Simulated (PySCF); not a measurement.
**H2O2 (hydrogen peroxide): r2SCAN/STO-3G**

What is the vertical singlet–triplet gap of H2O2 (hydrogen peroxide) at r2SCAN/STO-3G? 

The calculation is run with PySCF 2.14.0.

9 further runs of the same task are left out: 9 set aside as unsound or not needed.

## 1. The system as given

The species is H2O2 (4 atoms), meant as a singlet with charge 0. SMILES: `OO`. The coordinates come from a PBE0-D4/def2-TZVP relaxation.

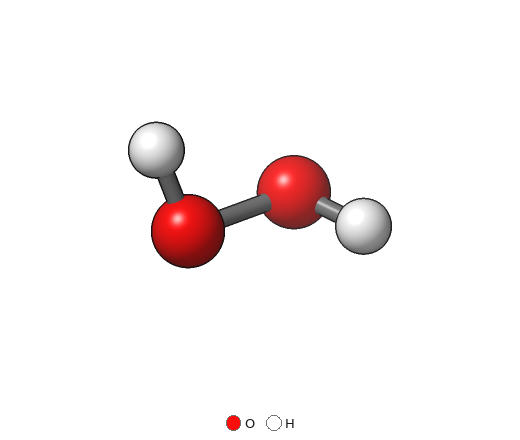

Viewed from a chosen angle; oxygen red, hydrogen white.

## 2. The energy at r2SCAN/STO-3G

Contents of calc.py:

```python
from pyscf import gto, dft

mol = gto.Mole()
mol.atom = 'O -0.486800 -0.581100 0.030600; O 0.048300 0.728400 0.206900; H 0.186400 -1.117000 0.467400; H 0.252100 0.969800 -0.704900'
mol.spin = 0
mol.basis = 'sto-3g'
mol.max_memory = 1860
mol.verbose = 3
mol.build()

myscf = dft.RKS(mol, xc='r2scan')
myscf.grids.level = 5
myscf.conv_tol = 1e-10
myscf.kernel()
if not myscf.converged:
    myscf = myscf.newton().run(myscf.mo_coeff, myscf.mo_occ)

e_tot = myscf.e_tot
print('Final energy', e_tot)
```

Launch:

```
$ OMP_NUM_THREADS=1 python calc.py
```

Standard output:

```text
converged SCF energy = -149.393991892524
Final energy -149.39399189252424
```

It took 2 s on 1 thread of Arm Neoverse V1, shared host; peak memory 0.17 GiB.

## 3. The triplet, same level

Contents of calc.py:

```python
from pyscf import gto, dft

system = gto.M(
    atom=[
    ('O', (-0.486800, -0.581100, 0.030600)),
    ('O', (0.048300, 0.728400, 0.206900)),
    ('H', (0.186400, -1.117000, 0.467400)),
    ('H', (0.252100, 0.969800, -0.704900)),
],
    charge=0,
    verbose=3,
    max_memory=1860,
    basis='sto-3g',
    spin=2,
)

mf = dft.UKS(system, xc='r2scan')
mf.grids.level = 5
mf.conv_tol = 1e-10
mf.kernel()
if not mf.converged:
    mf = mf.newton().run(mf.mo_coeff, mf.mo_occ)

e_tot = mf.e_tot
print(f'total energy: {e_tot:.8f} hartree')
```

Launch:

```
$ OMP_NUM_THREADS=1 python calc.py
```

Standard output:

```text
WARN: HOMO 0.0156649281292918 >= LUMO -0.278228969275368

WARN: HOMO 0.261286165077216 >= LUMO 0.077503330966829

WARN: HOMO 0.161141804010188 >= LUMO -0.00931656539226322

WARN: HOMO 0.16050377094152 >= LUMO -0.00902533119664334

WARN: HOMO 0.160433303654127 >= LUMO -0.00883273381367333

WARN: HOMO 0.160443252679951 >= LUMO -0.00881427024196324

WARN: HOMO 0.160444543581316 >= LUMO -0.00881264829854733

WARN: HOMO 0.160446258403755 >= LUMO -0.00881169569796009

WARN: HOMO 0.160446212309995 >= LUMO -0.00881142583539185

converged SCF energy = -149.180498181391  <S^2> = 2.0021207  2S+1 = 3.0014134
total energy: -149.18049818 hartree
```

It took 3.6 s on 1 thread of Arm Neoverse V1, shared host; peak memory 0.19 GiB.

## 4. Summary of results

At r2SCAN/STO-3G:

| quantity | value |
| --- | --- |
| singlet: total energy | -149.39399 Eh |
| singlet: dipole moment | 1.51 D |
| singlet: HOMO energy | -2.09 eV |
| singlet: LUMO energy | 5.10 eV |
| singlet: HOMO–LUMO gap | 7.19 eV |
| triplet: total energy | -149.18050 Eh |
| triplet: dipole moment | 1.13 D |
| triplet: ⟨S²⟩ | 2.002 |
| vertical energy of the triplet above the singlet | 5.809 eV |

At this shape the triplet lies 5.81 eV (561 kJ/mol) above the singlet. In a minimal basis such a difference can be off by several eV, whatever the method.
